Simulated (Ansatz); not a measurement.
```yaml
atoms:
  - { symbol: Ti, position_ang: [-0.8179, 0.2126, 0.5793] }
  - { symbol: C, position_ang: [1.3464, 0.5843, -0.1233] }
  - { symbol: N, position_ang: [-0.9941, -1.1915, -0.5921] }
  - { symbol: H, position_ang: [-0.0543, -1.1310, -1.0138] }
  - { symbol: Cl, position_ang: [-2.0966, 1.9628, 0.0881] }
  - { symbol: Cl, position_ang: [-0.8418, -0.4016, 2.7148] }
  - { symbol: H, position_ang: [1.7256, 1.5208, 0.3309] }
  - { symbol: H, position_ang: [1.9554, -0.2788, 0.2128] }
  - { symbol: H, position_ang: [1.3427, 0.6747, -1.2280] }
  - { symbol: H, position_ang: [-1.5652, -1.9524, -0.9686] }
```

Not at a stationary point (largest force 1.6 eV/Å).

These are results of Ansatz 0.2.0, RKS BLYP/def2-SVP, not measurements.

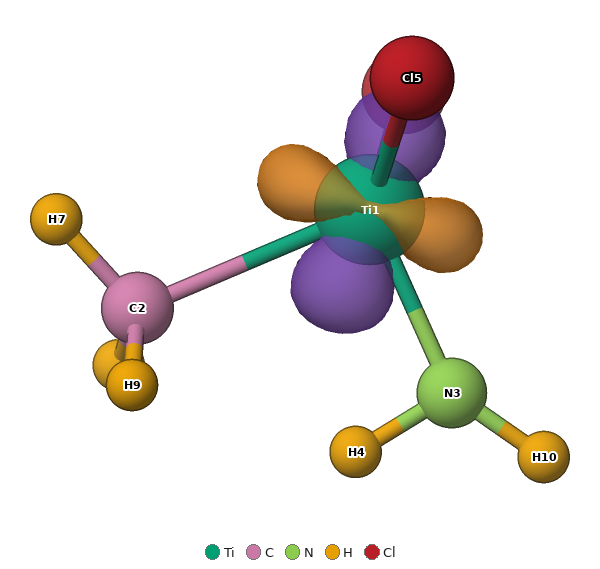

CH₅Cl₂NTi. One frontier orbital at ±0.3 Å⁻³ᐟ² (orange and purple are the two phases), seen across its widest extent.

### Which orbital is it: HOMO or LUMO?

The LUMO, at −3.57 eV. It lies mainly on Ti1 (about 80 %).
